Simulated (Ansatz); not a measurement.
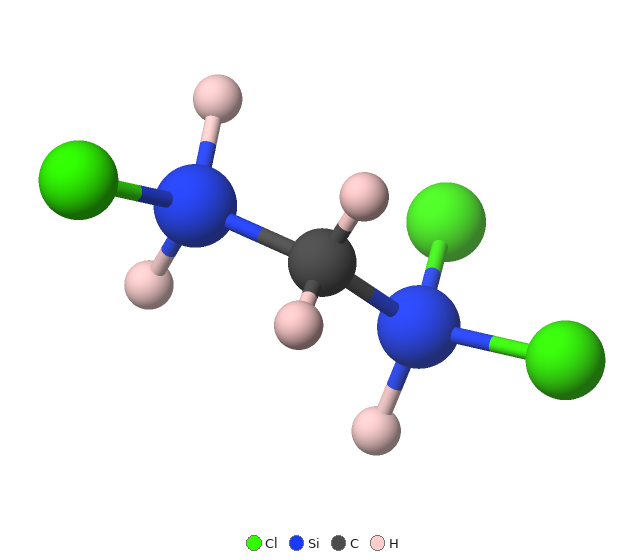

The picture shows a molecular structure as a ball-and-stick model. Every bond is drawn as one stick, whatever its order.

What is the molecular formula?

Answer. CH5Cl3Si2, 11 atoms: 1 carbon, 5 hydrogen, 3 chlorine and 2 silicon.

Describe its rings.

Answer. It has no ring.

Name functional groups in it.

Answer. Among them: Si–H bond.

What is its SMILES?

Answer. Cl[SiH2]C[SiH](Cl)Cl

Count the bonded pairs by element.

Answer. 3 Cl–Si, 3 Si–H, 2 C–Si, 2 C–H.

More results for the same structure follow; atom numbers are the same in all pictures, views and colours differ. The geometry was computed by an optimisation with PBE0-D4/def2-TZVP.

**Symmetry**

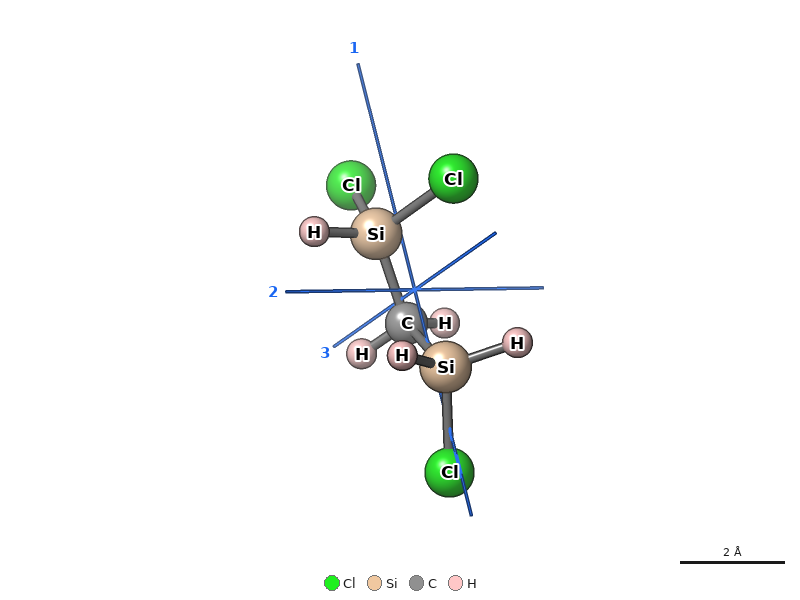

The three principal axes of inertia are drawn and numbered. Atoms fade into the background with distance from the viewer. Masses are those of the most abundant isotopes; constants are for the rigid equilibrium geometry.

Which line is the a axis (least moment of inertia), which b and which c?

Answer. a is line 1, b is line 3, c is line 2; the moments are 221, 964, 1149 u Å².

Classify the rotor and give the rotational constants (cm⁻¹).

Answer. An asymmetric top (C1): A = 0.0761, B = 0.0175, C = 0.0147 cm⁻¹. Ray's parameter κ is −0.91, close to the prolate limit.

**Electronic properties**

Level of theory: RKS revPBE-D4/def2-TZVPP (Ansatz 0.2.0).

Estimate the HOMO–LUMO gap.

Answer. 6.34 eV.

What is the dispersion correction?

Answer. −96.9 kJ/mol.

Give the HOMO energy (Kohn–Sham orbital) at this level.

Answer. −7.42 eV.

**Vibrations**

Harmonic vibrations computed with RKS PBE0-D4/def2-TZVP (Ansatz 0.2.0) at a stationary point of the same level.

List the wavenumbers.

Answer. 27 modes: 33, 51, 76, 138, 179, 220, 255, 482, 508, 546, 587, 651, 685, 736, 782, 799, 839, 863, 952, 1015, 1063, 1382, 2244, 2268, 2274, 3059, 3121 cm⁻¹.

**Charges**

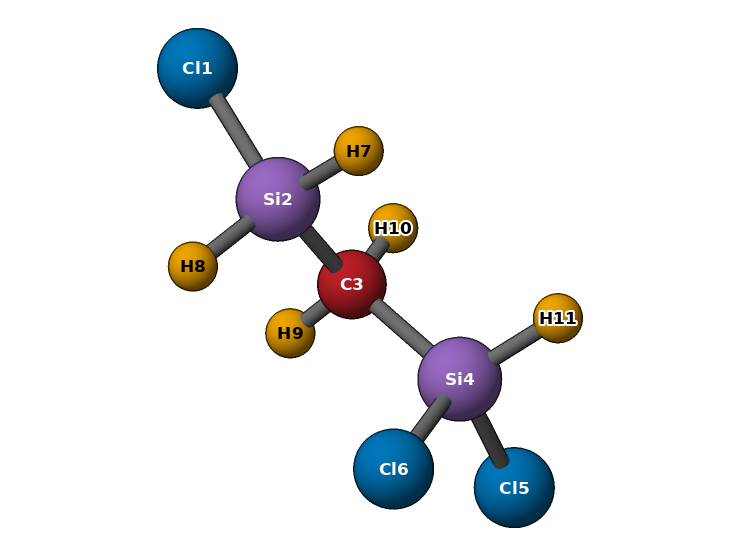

The questions are on Mulliken charges. Method: RKS PBE0-D4/def2-TZVP (Ansatz 0.2.0).

Which atom carries the highest charge (most positive or least negative)?

Answer. Si4 (0.47 e).

And the lowest?

Answer. C3 (−0.43 e).

List the Mulliken charges.

```tsv
atom	value (e)
Cl1	−0.24
Si2	0.32
C3	−0.43
Si4	0.47
Cl5	−0.21
Cl6	−0.22
H7	−0.01
H8	0.00
H9	0.16
H10	0.16
H11	0.00
```

Mulliken values depend strongly on the basis set and can even reverse the polarity of a bond.
